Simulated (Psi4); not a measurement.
# BSiH5F− (SMILES F[BH2-][SiH3]): PBE/6-311+G(d,p)

What is the vertical ionisation energy of BSiH5F− at PBE/6-311+G**? 

Program for the calculation: Psi4 1.11.

1 further run of the same task is left out (set aside as unsound or not needed).

## (1) The molecule

BSiH5F−: 8 atoms, total charge -1, spin state singlet. As SMILES, `F[BH2-][SiH3]`. The coordinates come from a GFN2-xTB relaxation.

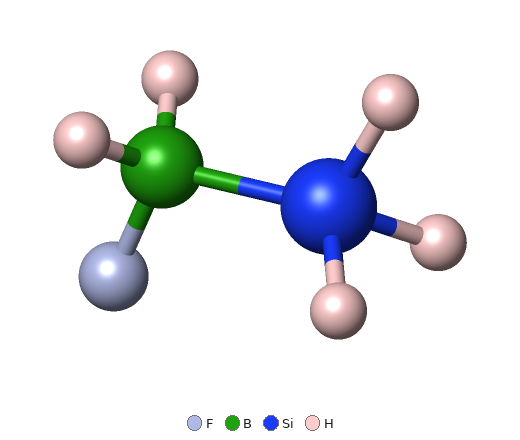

Viewed from a chosen angle; fluorine light blue, boron green, silicon blue, hydrogen pink.

## (2) Energy and gradient at PBE/6-311+G(d,p)

Input file job.in:

```
memory 1.6 GB

molecule {
  -1 1
  F     -3.66130657     0.76832485    -1.24903338
  B     -0.94389930     0.62925990    -1.70339913
  Si     0.85944744    -0.51861644     1.37859300
  H     -0.26369238     2.74819091    -2.35639399
  H     -0.63354958    -0.83527784    -3.47586775
  H      0.70653080     1.01771200     3.73973021
  H      3.67052844    -0.76150294     1.18994164
  H      0.26592226    -3.04810934     2.47641050
  units bohr
  symmetry c1
  no_reorient
  no_com
}

set {
  basis 6-311+G**
  puream true
  e_convergence 1e-09
  d_convergence 1e-08
  scf_type pk
  dft_radial_points 99
  dft_spherical_points 590
}

result, w = gradient("pbe", return_wfn=True)
oeprop(w, "WIBERG_LOWDIN_INDICES", "DIPOLE", "MAYER_INDICES")
print_variables()
```

Run with:

```
$ psi4 -i job.in -o job.out -n 1
```

job.out:

```text
[...]
  Running in c1 symmetry.
[...]
  Nuclear repulsion =   95.827096777639738
[...]
  Multiplicity = 1
[...]
  Nalpha       = 17
  Nbeta        = 17
[...]
    Number of basis functions: 104
[...]
   @RKS iter   1:  -416.64078575824590   -3.08565e-01   7.62932e-03 ADIIS/DIIS
[...]
   @RKS iter  12:  -417.00942202208739   -6.93490e-12   7.04919e-09 DIIS
[...]
    Orbital Energies [Eh]
    ---------------------
    Doubly Occupied:
       1A    -65.177255     2A    -23.996801     3A     -6.288063
       4A     -4.838806     5A     -3.249965     6A     -3.249672
       7A     -3.246120     8A     -0.832658     9A     -0.309159
      10A     -0.246531    11A     -0.161540    12A     -0.155173
      13A     -0.141010    14A     -0.113882    15A     -0.113779
      16A     -0.041662    17A     -0.027899
[...]
  @RKS Final Energy:  -417.00942202208739
   => Energetics <=
    Nuclear Repulsion Energy =             95.8270967776397384
    One-Electron Energy =                -774.8298533724910158
    Two-Electron Energy =                 299.2153929931309335
    DFT Exchange-Correlation Energy =     -37.2220584203671052
    Empirical Dispersion Energy =           0.0000000000000000
    VV10 Nonlocal Energy =                  0.0000000000000000
    Total Energy =                       -417.0094220220873922
[...]
  -Total Gradient:
     Atom            X                  Y                   Z
    ------   -----------------  -----------------  -----------------
       1        0.013296726926     0.000631261015    -0.006396423248
       2        0.011837556711    -0.006657120511     0.017559178508
       3       -0.006810812805     0.002444300890    -0.005656658978
       4       -0.008176362103    -0.003719046892    -0.000765774097
       5       -0.007254110073     0.004879303831     0.001776452978
       6        0.002813715119    -0.008603482505    -0.008142312982
       7       -0.010542988523     0.000013467768     0.003726295372
       8        0.004848563705     0.011018311514    -0.002127208232
[...]
 Multipole Moments:
 ------------------------------------------------------------------------------------
     Multipole            Electronic (a.u.)      Nuclear  (a.u.)        Total (a.u.)
 ------------------------------------------------------------------------------------
 L = 1.  Multiply by 2.5417464519 to convert [e a0] to [Debye]
 Dipole X            :         22.6757544          -21.8932519            0.7825024
 Dipole Y            :         -2.1404565            1.9216058           -0.2188507
 Dipole Z            :         -0.6729005            1.1158265            0.4429261
 Magnitude           :                                                    0.9254130
[...]
```

Run time: 32 s. Hardware: 1 thread of AMD EPYC 7R13 (Zen 3), shared host; peak memory 0.67 GiB.

## (3) Doublet neutral BSiH5F: a single-point energy at UPBE/6-311+G(d,p)

Input file bfh5si.dat:

```
memory 1600 mb

molecule system {
  0 2
  F
  B 1 r2
  Si 2 r3 1 a3
  H 2 r4 1 a4 3 d4
  H 2 r5 4 a5 1 d5
  H 3 r6 2 a6 4 d6
  H 3 r7 6 a7 2 d7
  H 3 r8 6 a8 7 d8

  r2 = 1.459809
  r3 = 1.984828
  a3 = 110.71352
  r4 = 1.227298
  a4 = 106.81128
  d4 = -121.83092
  r5 = 1.22774
  a5 = 108.80745
  d5 = 114.97928
  r6 = 1.492867
  a6 = 119.66947
  d6 = 57.88755
  r7 = 1.496436
  a7 = 99.00335
  d7 = 127.87456
  r8 = 1.4926
  a8 = 98.6975
  d8 = 100.73046
  symmetry c1
  no_reorient
  no_com
}

set {
  basis                6-311+G**
  reference            uks
  puream               true
  e_convergence        1e-09
  d_convergence        1e-08
  scf_type             pk
  dft_radial_points    99
  dft_spherical_points 590
  maxiter              200
}

energy_value = energy('pbe')
```

Run with:

```
$ psi4 bfh5si.dat bfh5si.out -n 1
```

bfh5si.out:

```text
[...]
  Running in c1 symmetry.
[...]
  Nuclear repulsion =   95.827085833406485
[...]
  Multiplicity = 2
[...]
  Nalpha       = 17
  Nbeta        = 16
[...]
    Number of basis functions: 104
[...]
   @UKS iter   1:  -416.67187878806402   -3.39660e-01   5.65486e-03 ADIIS/DIIS
[...]
   @UKS iter  14:  -416.86852307915035   -1.36424e-12   3.44910e-09 DIIS
[...]
   @S^2 Observed:                7.516267187E-01
[...]
    Orbital Energies [Eh]
    ---------------------
    Alpha Occupied:
       1A    -65.427807     2A    -24.266089     3A     -6.549345
       4A     -5.087067     5A     -3.499912     6A     -3.495932
       7A     -3.495735     8A     -1.091659     9A     -0.552582
      10A     -0.484082    11A     -0.415525    12A     -0.398734
      13A     -0.396392    14A     -0.325564    15A     -0.322625
      16A     -0.291592    17A     -0.281966
    Alpha Virtual:
      18A     -0.039075    19A     -0.011160    20A     -0.009918
      21A     -0.004932    22A      0.024218    23A      0.024394
      24A      0.030731    25A      0.044077    26A      0.052421
[...]
  @UKS Final Energy:  -416.86852307915035
   => Energetics <=
    Nuclear Repulsion Energy =             95.8270858334064854
    One-Electron Energy =                -766.7824668885200481
    Two-Electron Energy =                 291.0107424691439064
    DFT Exchange-Correlation Energy =     -36.9238844931806867
    Empirical Dispersion Energy =           0.0000000000000000
    VV10 Nonlocal Energy =                  0.0000000000000000
    Total Energy =                       -416.8685230791503500
[...]
 Multipole Moments:
 ------------------------------------------------------------------------------------
     Multipole            Electronic (a.u.)      Nuclear  (a.u.)        Total (a.u.)
 ------------------------------------------------------------------------------------
 L = 1.  Multiply by 2.5417464519 to convert [e a0] to [Debye]
 Dipole X            :         -0.0015390            0.0010584           -0.0004806
 Dipole Y            :          3.0530638           -3.3579954           -0.3049316
 Dipole Z            :         -4.4697903            5.0027324            0.5329421
 Magnitude           :                                                    0.6140120
[...]
```

Wall time 47 s (1 thread of AMD EPYC 7R13 (Zen 3), shared host); peak memory 0.67 GiB.

## (4) Summary of results

At PBE/6-311+G**:

```
                                                              quantity          value
                                         singlet BSiH5F−: total energy  -417.00942 Eh
                                          singlet BSiH5F−: HOMO energy       -0.76 eV
                                          singlet BSiH5F−: LUMO energy        3.37 eV
singlet BSiH5F−: HOMO–LUMO gap (to an unbound level, set by the basis)        4.13 eV
                             singlet BSiH5F−: largest force on an atom     1.141 eV/Å
                                  doublet neutral BSiH5F: total energy  -416.86852 Eh
                                 doublet neutral BSiH5F: dipole moment         1.56 D
            doublet neutral BSiH5F: HOMO energy (highest over α and β)       -7.42 eV
             doublet neutral BSiH5F: LUMO energy (lowest over α and β)       -6.96 eV
                                          doublet neutral BSiH5F: ⟨S²⟩          0.752
                   vertical detachment energy (to the doublet neutral)       3.834 eV
```

What this shows: Removing an electron at fixed nuclei costs 3.83 eV (370 kJ/mol). The largest force (singlet BSiH5F−) is 1.14 eV/Å: the shape isn't a stationary point for this species at this level. The negative HOMO energy of the first species, 0.76 eV, lies 3.07 eV below that difference.
